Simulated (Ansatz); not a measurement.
**A ladder of methods for AlHF (SMILES [F][AlH])**

AlHF has 3 atoms, charge 0, and is taken as a doublet. As SMILES, `[F][AlH]`. Geometry: relaxed at PBE0-D4/def2-TZVP.

```xyz
3

F     0.9071    0.8932    0.5856
Al   -0.4325    0.3180   -0.1995
H    -0.4854   -1.2761   -0.3993
```

Quantity: the energy change with the F1–Al2 bond stretched from 1.656 to 2.484 Å, in eV. The values are calculated.

```json
{"level": "USVWN5/STO-3G", "kind": "LDA", "program": "Ansatz", "value (eV)": "3.85", "less FCI/STO-3G": "+0.84"}
{"level": "UPBE/STO-3G", "kind": "GGA", "program": "Ansatz", "value (eV)": "3.48", "less FCI/STO-3G": "+0.47"}
{"level": "U-r2SCAN0/STO-3G", "kind": "hybrid meta-GGA", "program": "Ansatz", "value (eV)": "3.61", "less FCI/STO-3G": "+0.60"}
{"level": "UHSE06/STO-3G", "kind": "range-separated hybrid", "program": "Ansatz", "value (eV)": "3.55", "less FCI/STO-3G": "+0.54"}
{"level": "UB2PLYP/STO-3G", "kind": "double hybrid", "program": "Ansatz", "value (eV)": "3.48", "less FCI/STO-3G": "+0.47"}
{"level": "RPA@PBE/STO-3G", "kind": "RPA", "program": "Ansatz", "value (eV)": "2.87", "less FCI/STO-3G": "-0.14"}
{"level": "UMP2/STO-3G", "kind": "perturbation theory", "program": "Ansatz", "value (eV)": "3.10", "less FCI/STO-3G": "+0.09"}
{"level": "UBCCD(T)/STO-3G", "kind": "coupled cluster or CI", "program": "Ansatz", "value (eV)": "3.01", "less FCI/STO-3G": "0.00"}
{"level": "FCI/STO-3G", "kind": "exact in the basis", "program": "Ansatz", "value (eV)": "3.01", "less FCI/STO-3G": "0.00"}
```

FCI/STO-3G is exact within its basis and frozen core, so for wave-function methods in that basis the difference is their error; functionals converge differently with the basis, so for them it is only a difference. The first shape isn't each level's own minimum. The values span 2.87 to 3.85 eV. All rows use very small basis sets, so none should be taken for the real molecule's value.

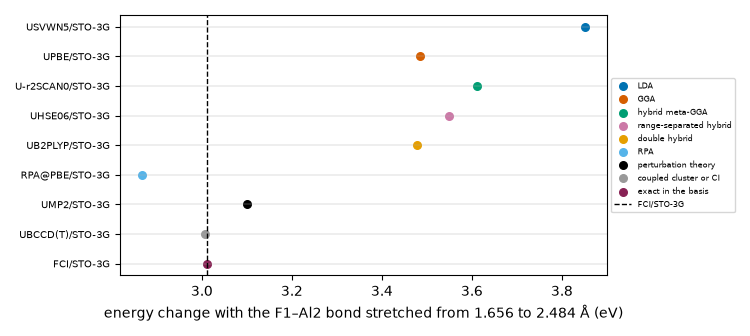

The values of the table, level by level.
